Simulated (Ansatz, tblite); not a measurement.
# B6P5 wurtzite ring sphere (B6P5H18−): spin states and exact exchange

Aim: set other spin states of B6P5 wurtzite ring sphere (B6P5H18−) against its singlet, on many levels of theory.

Program: Ansatz 0.2.0, Gaussian basis. Level of theory: as each input shows. These are calculated values, not measurements.

The runs, in order: triplet, at the geometry of the singlet (GFN1-xTB, GFN2-xTB, PBE0-D4/def2-SVP, PBE-D4/def2-SVP); the singlet's energies come from earlier runs.

6 further runs of the same task are left out: 4 that didn't finish, 2 set aside as unsound or not needed. Runs told in other sessions of the task aren't counted.

**1. The geometry**

The singlet was relaxed beforehand with PBE-D4/def2-SVP.

29 atoms, charge -1, spin multiplicity 1.

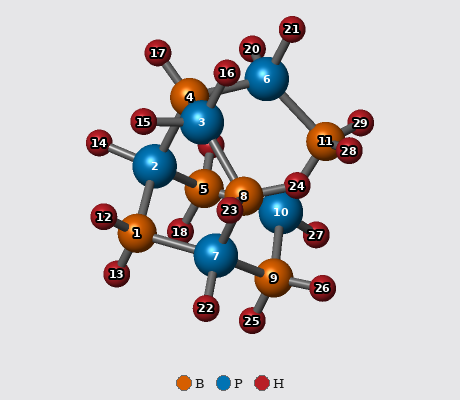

The geometry (boron orange, phosphorus blue, hydrogen red); atoms are numbered from 1 in the order of the file.

The ion is computed in the gas phase, without counter-ions or solvent.

**2. Triplet at the fixed geometry, GFN1-xTB**

Tight binding, by tblite at 300 K electronic temperature and without a spin-polarisation term:

```python
tblite.interface.Calculator('GFN1-xTB', numbers, positions, charge=-1, uhf=2).singlepoint()
```

Energy -851.1914 eV; 0.056 s.

**3. Triplet at the fixed geometry, GFN2-xTB**

Tight binding, by tblite at 300 K electronic temperature and without a spin-polarisation term:

```python
tblite.interface.Calculator('GFN2-xTB', numbers, positions, charge=-1, uhf=2).singlepoint()
```

Energy -799.2918 eV; 0.039 s.

**4. Triplet at the fixed geometry, PBE0-D4/def2-SVP**

File in.yaml:

```yaml
crystal:
  periodic: [false, false, false]
  atoms:
    - {symbol: B, position_ang: [0.129590, -1.824498, -1.598262]}
    - {symbol: P, position_ang: [-1.399753, -0.808725, -0.898250]}
    - {symbol: P, position_ang: [0.188091, -1.733727, 1.709432]}
    - {symbol: B, position_ang: [-1.432106, -0.827534, 1.095508]}
    - {symbol: B, position_ang: [-1.516156, 1.023652, -1.597934]}
    - {symbol: P, position_ang: [-1.409156, 1.028608, 1.709469]}
    - {symbol: P, position_ang: [1.699318, -0.861290, -0.898534]}
    - {symbol: B, position_ang: [1.936454, -1.204783, 1.036128]}
    - {symbol: B, position_ang: [1.768611, 1.022442, -1.444478]}
    - {symbol: P, position_ang: [0.102023, 1.902663, -0.897724]}
    - {symbol: B, position_ang: [-0.076516, 2.278306, 1.037339]}
    - {symbol: H, position_ang: [0.105743, -2.980415, -1.165368]}
    - {symbol: H, position_ang: [0.094271, -1.751399, -2.824554]}
    - {symbol: H, position_ang: [-2.602534, -1.503690, -1.249912]}
    - {symbol: H, position_ang: [-0.063208, -3.121588, 1.483494]}
    - {symbol: H, position_ang: [0.169984, -1.750588, 3.144520]}
    - {symbol: H, position_ang: [-2.415626, -1.396372, 1.555130]}
    - {symbol: H, position_ang: [-1.470075, 0.956892, -2.824222]}
    - {symbol: H, position_ang: [-2.529762, 1.579979, -1.165261]}
    - {symbol: H, position_ang: [-2.736733, 1.504138, 1.481966]}
    - {symbol: H, position_ang: [-1.434372, 1.021399, 3.144534]}
    - {symbol: H, position_ang: [2.838204, -1.481672, -1.505531]}
    - {symbol: H, position_ang: [2.699425, -2.146723, 1.244578]}
    - {symbol: H, position_ang: [2.245510, -0.183414, 1.639935]}
    - {symbol: H, position_ang: [1.791138, 1.035844, -2.677160]}
    - {symbol: H, position_ang: [2.732071, 1.579005, -0.918618]}
    - {symbol: H, position_ang: [0.132874, 3.199554, -1.503949]}
    - {symbol: H, position_ang: [0.962428, 2.033758, 1.640760]}
    - {symbol: H, position_ang: [-0.509726, 3.410207, 1.246963]}
basis:
  gaussian: {orbitals: def2-SVP}
total_charge: -1
magnetization: {spin_polarized: true, initial_magnetization: 2}
hamiltonian: {xc: pbe0, dispersion: d4}
scf: {omitted_lower_state_checks: [starts]}
output: {orbitals: {seedname: orbitals}}
```

The run is started by

```sh
$ ansatz run in.yaml --threads 4 --pin off --events-out ev --progress --plain --max-ram 6963MiB
```

The log of the run:

```text
Functional definition: PBE0
  name "PBE0"
  cite "Adamo & Barone, J. Chem. Phys. 110, 6158 (1999) doi:10.1063/1.478522"
  cite "Perdew, Burke & Ernzerhof, Phys. Rev. Lett. 77, 3865 (1996) doi:10.1103/PhysRevLett.77.3865"
  parent pbe
  parameter a = 0.25
  parameter kappa = 0.804
  parameter beta = 0.06672455060314922
  exchange = (1 - a)*pbe_x(kappa = kappa, mu = beta*pi^2/3) + a*exact_x
  correlation = pbe_c(beta = beta)
these checks for a lower state are left out or cut short: starts
2593 factors; integrals over basis functions are off by at most 1.3e-3 eV
mean field evaluation 1: about -50747.4270 eV, gradient 3.2e1 eV
mean field evaluation 2: about -50745.7879 eV, gradient 3.5e1 eV
mean field evaluation 4: about -50754.3786 eV, gradient 3.9e0 eV
mean field evaluation 8: about -50754.8513 eV, gradient 7.8e-1 eV
mean field evaluation 16: about -50754.8606 eV, gradient 2.7e-2 eV
mean field evaluation 32: about -50754.8607 eV, gradient 1.2e-3 eV
mean field -50754.87473088 eV, -1865.2072434702 hartree, gradient 5.0e-6 eV, S^2 2.006569; 0 other end points of the search recorded, 0 dependent functions left out
reference -50754.87478115 eV, -1865.2072453175 hartree; 63, 61 occupied and 201, 203 virtual orbitals, 2593 factors
Total energy: -50756.24856407 eV, -1865.2577309086 hartree
Checks for a lower state left out: starts
```

It took 66 s on 4 threads of Intel Xeon 6975P-C, shared host; peak memory 2 GiB.

HOMO 1.73 eV, LUMO -2.48 eV (over both spins; with the spin held, an empty level of the minority spin lies below the top filled one); ⟨S²⟩ 2.007 (pure: 2.00). Doubts: highest occupied level lies above zero.

**5. Triplet at the fixed geometry, PBE-D4/def2-SVP**

start.molden holds the orbitals of an earlier run on this state, given as this run's starting guess.

Changes to in.yaml since step 4:

```diff
@@ -33,6 +33,6 @@
 basis:
-  gaussian: {orbitals: def2-SVP}
+  gaussian: {orbitals: def2-SVP, initial_orbitals: start.molden}
 total_charge: -1
 magnetization: {spin_polarized: true, initial_magnetization: 2}
-hamiltonian: {xc: pbe0, dispersion: d4}
+hamiltonian: {xc: pbe, dispersion: d4}
 scf: {omitted_lower_state_checks: [starts]}
```

The command is unchanged.

The log of the run:

```text
Functional definition: PBE
  name "PBE"
  cite "Perdew, Burke & Ernzerhof, Phys. Rev. Lett. 77, 3865 (1996) doi:10.1103/PhysRevLett.77.3865"
  parent pbe
  parameter kappa = 0.804
  parameter beta = 0.06672455060314922
  exchange = pbe_x(kappa = kappa, mu = beta*pi^2/3)
  correlation = pbe_c(beta = beta)
these checks for a lower state are left out or cut short: starts
3003 factors; their error is unknown
mean field evaluation 1: about -50749.1660 eV, gradient 6.7e0 eV
mean field evaluation 2: about -50749.3525 eV, gradient 2.8e-1 eV
mean field evaluation 4: about -50749.2896 eV, gradient 3.9e-2 eV
mean field evaluation 8: about -50749.2898 eV, gradient 2.2e-4 eV
mean field evaluation 16: about -50749.2898 eV, gradient 3.8e-5 eV
mean field -50749.28984300 eV, -1865.0020026261 hartree, gradient 2.5e-6 eV, S^2 2.002450; 0 other end points of the search recorded, 0 dependent functions left out
reference -50749.28991134 eV, -1865.0020051376 hartree; 63, 61 occupied and 201, 203 virtual orbitals, 3003 factors
Total energy: -50750.85361251 eV, -1865.0594700955 hartree
Checks for a lower state left out: starts
```

Wall time 24 s (4 threads of Intel Xeon 6975P-C, shared host); peak memory 1.6 GiB.

HOMO 2.07 eV, LUMO -2.69 eV (over both spins; with the spin held, an empty level of the minority spin lies below the top filled one); ⟨S²⟩ 2.002 (pure: 2.00). Doubts: highest occupied level lies above zero.

**6. Triplet less singlet, vertical**

The singlet's energies are those of its earlier runs, whose logs aren't repeated here.

```csv
level,"triplet less singlet, vertical (kJ/mol)",time
GFN1-xTB,+539.3,0.096 s
GFN2-xTB,+429.2,0.071 s
PBE-D4/def2-SVP,+457.6,28 s
PBE0-D4/def2-SVP,+522.6,74 s
```

Times add the two runs; a level without a time comes out of a correlated run. Tight binding without a spin term can't rank spin states.

**7. Summary of results**

| quantity | value |
| --- | --- |
| triplet less singlet, vertical, functionals in def2-SVP | +457.6 (PBE-D4) to +522.6 kJ/mol (PBE0-D4) |

All functionals put the triplet above the singlet, over a spread of 65.1 kJ/mol. The checks for a lower triplet were left out, so another state of that spin may lie lower. These are electronic energies, without zero-point motion, entropy or surroundings.

The anion's highest level is positive in at least one run, so there the basis alone may hold the extra electron.
